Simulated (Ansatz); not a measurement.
# SnTeSe monolayer, Janus: from the cell to its phonons

Task: relax SnTeSe monolayer, Janus, then find its harmonic phonons.

Main program and level: Ansatz 0.2.0; DFT PBEsol, scalar-relativistic, plane waves, PAW.

### 1. The starting structure

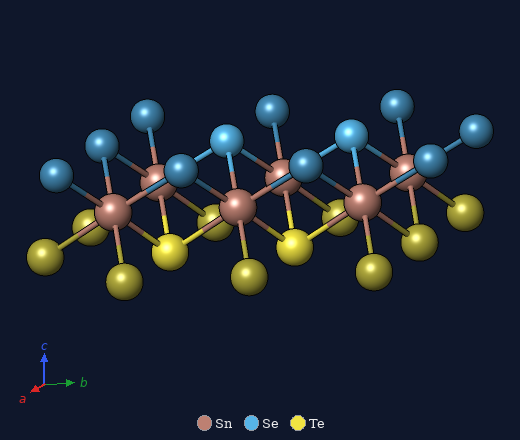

The starting structure, seen slightly off an axis (tin pink, selenium blue, tellurium yellow). 1×2×1 cells are drawn. Some periodic images of atoms are drawn too.

The cell holds 3 atoms: 1 Sn, 1 Se and 1 Te. Its edges and angles: a = 3.800 Å, b = 3.800 Å, c = 20.000 Å, α = 90.0°, β = 90.0°, γ = 120.0°. Vacuum lies along c.

### 2. Rough relaxation

The start is far from rest, so a relaxation with loose tolerances brings it close first.

The program solves this slab on a cell height of its own, 30.0 Å, in place of the one typed.

Input file input.yaml:

```yaml
crystal:
  lattice:
    - [3.8, 0.0, 0.0]
    - [-1.9, 3.2909, 0.0]
    - [0.0, 0.0, 20.0]
  atoms:
    - { symbol: Sn, position: [0.0, 0.0, 0.5] }
    - { symbol: Se, position: [0.333333, 0.666667, 0.575] }
    - { symbol: Te, position: [0.666667, 0.333333, 0.42] }
  periodic: [true, true, false]
kpoints:
  mp_grid: { grid: [6, 6, 1] }
hamiltonian:
  xc: pbesol
scf:
  occupations: { method: gaussian, width: 0.1 }
output:
  forces: true
  stress: true
  eigenvalues: true
relax:
  adjacent_minimum: "off"
  f_tol: 0.05
  max_steps: 80
  cell: { stress_2d_tol: 0.02 }
```

Run with:

```bash
> ansatz run input.yaml --threads 8 --pin off --max-ram 14336MiB --backend cpu --events-out ev --progress --plain --runs-dir out
```

Numbers of over 12 decimals in the logs are rounded to 6 here.

The program printed:

```text
[...]
F+E_penalty+E_count = -18275.94652754 eV   max|allowed force component| = 1.011e-2 eV/Å   (the final SCF, on the basis selected at the relaxed cell)
  cell:  # Å, volume = 396.3492 Å³
    - [3.905827, 0, 0]
    - [-1.952914, 3.382546, 0]
    - [0, 0, 30.0]
  atoms:
    - { symbol: Sn, position: [2.359509563740946e-18, 0, 0.335665] }
    - { symbol: Se, position: [0.333333, 0.666667, 0.387270] }
    - { symbol: Te, position: [0.666667, 0.333333, 0.273732] }
[key lines of the parts left out:]
SCF converged after 8 iterations
Free energy (F): -18275.946528 eV
Fermi energy:    -5.129517 eV
P = ½ c Tr σ = 0.0121 N/m
```

Wall time 4.6 s (8 threads of AMD EPYC 9R45 (Zen 5), shared host); peak memory 0.91 GiB; 24 s of CPU time.

Step by step:

| step | energy less that of the first step (eV) | largest force component (eV/Å) | volume (Å³) |
| --- | --- | --- | --- |
| 1 | 0.0000 | 2.6404 | 375.16 |
| 2 | -0.4474 | 0.3210 | 381.36 |
| 3 | -0.4517 | 0.4325 | 384.28 |
| 4 | -0.4758 | 0.0836 | 396.18 |
| 5 | -0.4763 | 0.0106 | 396.35 |
| 6* | -0.4774 | 0.0101 | 396.35 |

Relaxation steps marked * repeat the geometry before them on a plane-wave basis chosen anew for their cell, so energy and pressure can jump there.

Forces are held to the 6 operations that the run works with; a distortion that breaks them can't arise in this run.

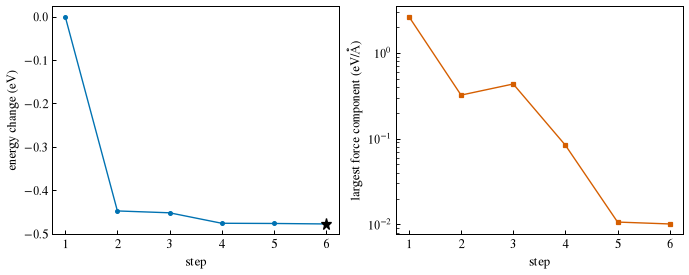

Energy and largest force along the relaxation. Stars mark steps on a basis chosen anew.

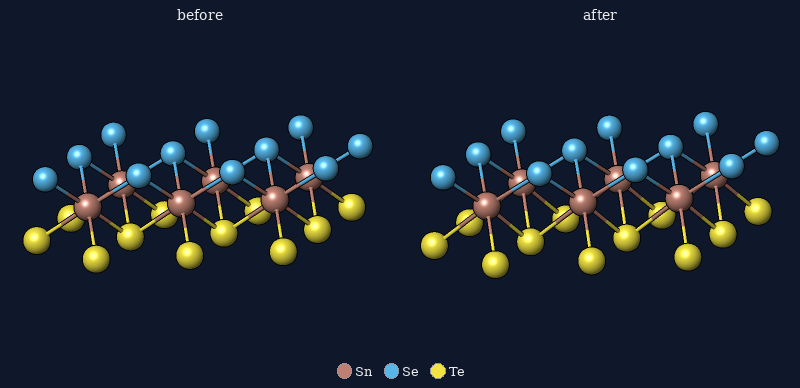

The structure before and after the relaxation, drawn at the same scale.

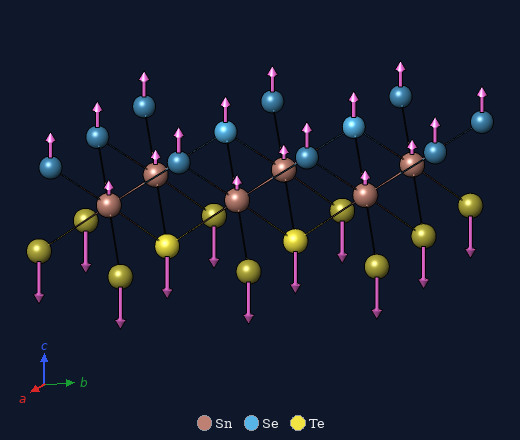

Displacements in the relaxation, exaggerated, measured against the changing cell; the longest in the cell stands for 0.19 Å. 1×2×1 cells are drawn. Some periodic images of atoms are drawn too.

| cell as run | before | after | change |
| --- | --- | --- | --- |
| a (Å) | 3.800 | 3.906 | +2.8 % |
| b (Å) | 3.800 | 3.906 | +2.8 % |

The atoms that moved most (Å, along periodic axes as changes of fractional coordinates times the final cell, across vacuum about the mean position):

| atom | dx | dy | dz | length |
| --- | --- | --- | --- | --- |
| Te3 | 0.000 | 0.000 | -0.188 | 0.188 |
| Se2 | 0.000 | 0.000 | 0.118 | 0.118 |
| Sn1 | 0.000 | 0.000 | 0.070 | 0.070 |

The relaxed structure:

```
Sn Se Te
1.0
     3.90583    0.00000    0.00000
    -1.95291    3.38255    0.00000
     0.00000    0.00000   30.00000
Sn Se Te
1 1 1
Direct
  0.00000 0.00000 0.33566
  0.33333 0.66667 0.38727
  0.66667 0.33333 0.27373
```

Numbers from this step:

* gap on the k-mesh: 0 eV
* area per atom: 4.404 Å²

The relaxation ends with a largest force component of 0.010 eV/Å.

### 3. Bringing the structure to rest

Harmonic phonons are second derivatives at a point where the forces vanish, and they are wanted at zero stress, so atoms and cell are relaxed first.

input.yaml, the sections that differ from step 2:

```yaml
crystal:
  lattice:
    - [3.9058274181, 0.0, 0.0]
    - [-1.952913709, 3.3825457668, 0.0]
    - [0.0, 0.0, 30.0]
  atoms:
    - { symbol: Sn, position: [0.0, 0.0, 0.3356646685] }
    - { symbol: Se, position: [0.3333333333, 0.6666666667, 0.3872697366] }
    - { symbol: Te, position: [0.6666666667, 0.3333333333, 0.2737322615] }
  periodic: [true, true, false]
kpoints:
  mp_grid: { grid: [12, 12, 1] }
relax:
  adjacent_minimum: "off"
  f_tol: 0.005
  max_steps: 80
  cell: { stress_2d_tol: 0.02 }
# hamiltonian, scf, output: as in step 2
```

The program printed:

```text
[...]
Crystal: 3 atoms, lattice volume = 396.349 Å³
Basis set: ecut = 420 eV, 7829 PW (Γ), exchange–correlation on 54×54×432 points (8 copies of the dense FFT grid, shifted against one another)
Bands: 28, of which v1, the nominal top of the filled ones, is band 23 counted from 1 (22 counted from 0)
Symmetry: 6 space group operations
[...]
k-points: 19 of 144 (time reversal used)
[...]
--- Relaxed structure (4 steps of the walk, 4 accepted, 1 SCFs on fresh bases) ---
[...]
cell:  # Å, volume = 397.2749 Å³
    - [3.910386, -2.8901263910784724e-11, 0]
    - [-1.955193, 3.386493, 0]
    - [0, 0, 30.0]
  atoms:
    - { symbol: Sn, position: [0, -1.149532488870185e-19, 0.335462] }
    - { symbol: Se, position: [0.333333, 0.666667, 0.387200] }
    - { symbol: Te, position: [0.666667, 0.333333, 0.274004] }
[key lines of the parts left out:]
SCF converged after 7 iterations
Free energy (F): -18275.949575 eV
Fermi energy:    -5.138152 eV
P = ½ c Tr σ = 0.0006 N/m
```

Run time: 6 s. Hardware: 8 threads; peak memory 1.1 GiB.

The steps of the relaxation:

```csv
step,energy less that of the first step (eV),largest force component (eV/Å),volume (Å³)
1,0.0000,0.0944,396.35
2,-0.0003,0.0614,397.12
3,-0.0005,0.0058,397.27
4,-0.0005,0.0041,397.27
5*,-0.0006,0.0041,397.27
```

Relaxation steps marked * repeat the geometry before them on a plane-wave basis chosen anew for their cell, so energy and pressure can jump there.

Forces are held to the 6 operations that the run works with; a distortion that breaks them can't arise in this run.

| cell as run | before | after | change |
| --- | --- | --- | --- |
| a (Å) | 3.906 | 3.910 | +0.1 % |
| b (Å) | 3.906 | 3.910 | +0.1 % |

The relaxed structure:

```xyz
3
Lattice="3.9104 0.0000 0.0000 -1.9552 3.3865 0.0000 0.0000 0.0000 30.0000" Properties=species:S:1:pos:R:3
Sn    0.0000    0.0000   10.0639
Se    0.0000    2.2577   11.6160
Te    1.9552    1.1288    8.2201
```

Numbers from this step:

| Property | Result |
| --- | --- |
| area per atom | 4.414 Å² |

### 4. Relaxing to small forces for the phonons

Phonons need a cell at rest on their own settings, so the relaxation is repeated with tight tolerances on forces and stress on the k mesh and occupations of the first response run.

Input file input.yaml:

```yaml
crystal:
  lattice:
    - [3.910385676, 0.0, 0.0]
    - [-1.955192838, 3.3864933341, 0.0]
    - [0.0, 0.0, 30.0]
  atoms:
    - { symbol: Sn, position: [0.0, 0.0, 0.3354624625] }
    - { symbol: Se, position: [0.3333333333, 0.6666666667, 0.3872000971] }
    - { symbol: Te, position: [0.6666666667, 0.3333333333, 0.274004107] }
  periodic: [true, true, false]
kpoints:
  mp_grid: { grid: [12, 12, 1] }
hamiltonian:
  xc: pbesol
scf:
  occupations: { method: methfessel_paxton, width: 0.15 }
output:
  forces: true
  stress: true
  eigenvalues: true
  write_density: true
  write_potential: true
  elf: true
  volumetric_format: npy
relax:
  adjacent_minimum: "off"
  f_tol: 0.001
  max_steps: 60
  cell: { stress_2d_tol: 0.002 }
```

The program printed:

```text
[...]
Crystal: 3 atoms, lattice volume = 397.275 Å³
Basis set: ecut = 420 eV, 7829 PW (Γ), exchange–correlation on 54×54×432 points (8 copies of the dense FFT grid, shifted against one another)
Bands: 28, of which v1, the nominal top of the filled ones, is band 23 counted from 1 (22 counted from 0)
Symmetry: 6 space group operations
[...]
k-points: 19 of 144 (time reversal used)
[...]
° read free of the cell's end (the report's vacuum.weakly_bound_levels)
--- Relaxed structure (5 steps of the walk, 4 accepted, 1 SCFs on fresh bases) ---
[...]
cell:  # Å, volume = 397.4692 Å³
    - [3.911342, 0.0, 0]
    - [-1.955671, 3.387321, 0]
    - [0, 0, 30.0]
  atoms:
    - { symbol: Sn, position: [0, 0, 0.335443] }
    - { symbol: Se, position: [0.333333, 0.666667, 0.387162] }
    - { symbol: Te, position: [0.666667, 0.333333, 0.274062] }
[key lines of the parts left out:]
SCF converged after 8 iterations
Free energy (F): -18275.946682 eV
Fermi energy:    -5.138985 eV
P = ½ c Tr σ = -0.0003 N/m
```

Run time: 8.9 s. Hardware: 8 threads; peak memory 1.1 GiB; 53 s of CPU time.

Little changed from the start: no atom moved by 0.005 Å and no cell edge by 0.1 %.

This step gave:

* area per atom: 4.416 Å²

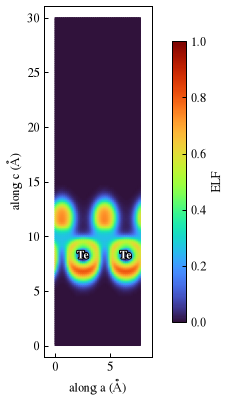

ELF in the ac plane at fractional y = 0.333, with atoms of Te within 0.2 Å of it. It is the smooth field of the valence electrons, not physical close to the nuclei.

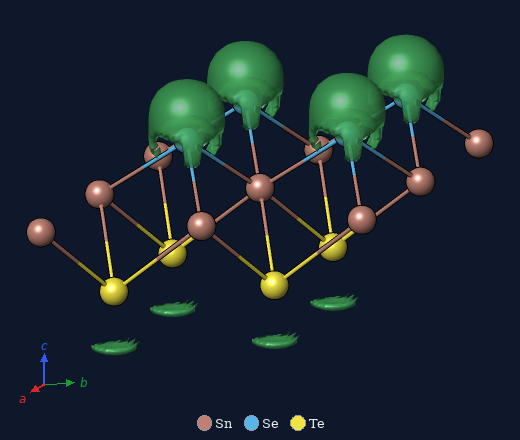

Surface of ELF = 0.79. 2×2×1 cells are drawn.

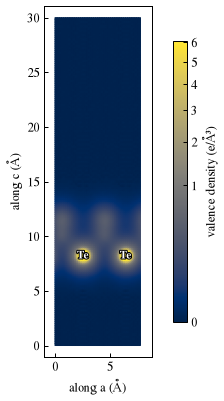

Valence density in the ac plane at fractional y = 0.333, with atoms of Te within 0.2 Å of it. It is the smooth field of the valence electrons, not physical close to the nuclei. The colour scale is stretched toward low values.

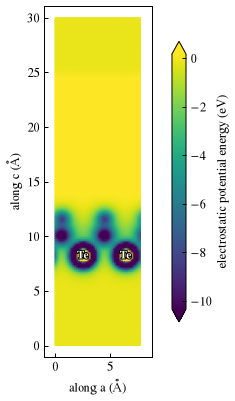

Electrostatic potential energy in the ac plane at fractional y = 0.333, with atoms of Te within 0.2 Å of it. With pseudopotentials it is smooth inside the atoms' cores, unlike the true potential.

The largest force component left is 0.22 meV/Å, within the tolerances set.

### 5. Linear response at the zone centre

The zone centre comes first: it holds the modes that light can see, as far as symmetry allows. No field response is asked, since the mesh shows no gap.

input.yaml, the sections that differ from step 4:

```yaml
crystal:
  lattice:
    - [3.9113418796, 0.0, 0.0]
    - [-1.9556709398, 3.3873214307, 0.0]
    - [0.0, 0.0, 30.0]
  atoms:
    - { symbol: Sn, position: [0.0, 0.0, 0.3354427752] }
    - { symbol: Se, position: [0.3333333333, 0.6666666667, 0.3871623258] }
    - { symbol: Te, position: [0.6666666667, 0.3333333333, 0.2740615655] }
  periodic: [true, true, false]
output:
  eigenvalues: true
phonons:
  method: dfpt
# kpoints, hamiltonian, scf: as in step 4
# relax: removed
```

The program printed:

```text
[...]
Crystal: 3 atoms, lattice volume = 397.469 Å³
Basis set: ecut = 420 eV, 7853 PW (Γ), exchange–correlation on 54×54×432 points (8 copies of the dense FFT grid, shifted against one another)
Bands: 28, of which v1, the nominal top of the filled ones, is band 23 counted from 1 (22 counted from 0)
Symmetry: 6 space group operations
k-points: 43 of 144 (irreducible under 2 space group operations, time reversal used)
[...]
SCF iter   1: F=—  HF=-18275.958365 eV  |F-HF|=—  |Δ(HF+E_count)|=         —  Δρ=1.99e-3  dr2=1.30e-1  ethr=1.77e-3  ⟨swp⟩=14.6  Hψ=8542  notcnv=0
[...]
SCF iter  11: F=-18275.946682 eV  HF=-18275.946682 eV  |F-HF|=9.09e-11  |Δ(HF+E_count)|=  5.64e-10  S|Δr|=    0.00e0  Δρ=1.82e-8  dr2=1.10e-12  ethr=1.00e-12  ⟨swp⟩=16.2  Hψ=7664  notcnv=0
SCF 1 converged in 11 iterations: F = -18275.946682 eV  dr2 = 1.10e-12
[...]
DFPT response loops at Γ: preconditioner auto → none (partly filled bands, converged f_vac=0.758); β = 0.50; Broyden in place of MSR1
SCF converged after 11 iterations
[...]
Free energy (F): -18275.946682 eV
[...]
Internal energy: -18275.947939 eV  (E = F + TS)
E sigma→0 (E₀):  -18275.946996 eV
Entropy (-TS):   0.001257 eV (0.419 meV/atom)
Fermi energy:    -5.138985 eV
[...]
--- Band table (eV; the first three rows and the last of 43) ---
  k-point 0: bands = [... 19 lower, -6.3647, -6.3647, -5.0061, -5.0061, -4.4029, -2.3608, -1.5205, -1.5205, ... 1 higher]
  k-point 1: bands = [... 19 lower, -6.9031, -6.5074, -5.5993, -5.0601, -3.9837, -2.0610 (-2.0609°), -1.5347 (-1.5347°), -1.3574, ... 1 higher]
  k-point 2: bands = [... 19 lower, -6.9563, -6.8455, -6.5270, -5.2116, -3.7381, -2.1442, -0.9897 (-0.9897°), -0.8508, ... 1 higher]
  k-point 42: bands = [... 19 lower, -8.9855, -8.1446, -7.0182, -6.2212, -4.1968, -1.5798, -0.6721, -0.0798, ... 1 higher]
  ° read free of the cell's end (the report's vacuum.weakly_bound_levels)
--- Phonons (Γ-DFPT): 6 representative perturbations + reference, on 43 of 144 k-points (Σ response iterations 23) ---
  k mesh reduced under 2 symmetry operations, with k and −k counted as one. Each operation leaves every solved perturbation unchanged. A smaller set is not used because it would not reduce the number of displacements times k-points to solve
  ASR residual: 4.741e-5 → 0.000e0 eV/Å²; symmetrization residual: 3.630e-5 eV/Å²
  ASR residual per site (eV/Å²): 4.74e-5 3.89e-5 3.08e-5
  Γ frequencies (cm⁻¹): 0.00 0.00 0.00 82.68 82.68 126.61 126.61 140.71 218.77
  non-analytic LO–TO correction: not included (Born effective charges unavailable; polar crystals: no LO–TO splitting at Γ)
```

Elapsed: 18 s, on 8 threads; peak memory 2.3 GiB; 2.1 min of CPU time.

Reading the cycles: dr2 is the Hartree energy of the density residual (eV), the measure of convergence; HF is the Harris–Foulkes estimate of the energy, which meets the free energy F at convergence.

This step gave:

| Property | Result |
| --- | --- |
| sum-rule residual before enforcement | 4.74e-5 eV/Å² |
| point group | 3m |
| highest optical mode at the zone centre (no LO-TO term) | 218.8 cm⁻¹ |
| lowest optical zone-centre mode | 82.68 cm⁻¹ |

Patterns of degenerate modes are one choice out of their space. Modes at Γ, with each element's share of the kinetic energy:

| mode | frequency (cm⁻¹) | symmetry | Sn % | Se % | Te % |
| --- | --- | --- | --- | --- | --- |
| 1 | 0.0 | acoustic | 36 | 24 | 39 |
| 2 | 0.0 | acoustic | 36 | 24 | 39 |
| 3 | 0.0 | acoustic | 37 | 24 | 39 |
| 4 | 82.7 | E | 12 | 30 | 58 |
| 5 | 82.7 | E | 12 | 30 | 58 |
| 6 | 126.6 | E | 52 | 46 | 3 |
| 7 | 126.6 | E | 52 | 46 | 3 |
| 8 | 140.7 | A1 | 12 | 30 | 58 |
| 9 | 218.8 | A1 | 52 | 45 | 3 |

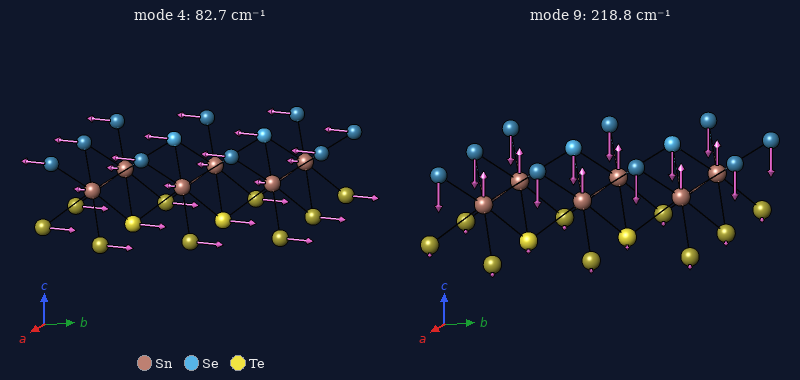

Displacement patterns of modes 4 and 9 at Γ; arrows are exaggerated. 1×2×1 cells are drawn. Some periodic images of atoms are drawn too.

Before it was imposed, the acoustic sum rule was missed by 4.7e-5 eV/Å². Small misses are needed for a sound result but don't prove that mesh and cutoff are converged. The lowest optical mode is real, 82.7 cm⁻¹.

(Part 1 of 2 ends here.)

[Logs are printed without paths, hosts, clocks, repeated set-up lines and the standing remarks that a program may print on its own settings, such as how far it seeks lower states.]

[Hosts, paths, dates, database ids (printed as entryN), source tags and the programs' standing remarks are cut or masked in the printed files.]
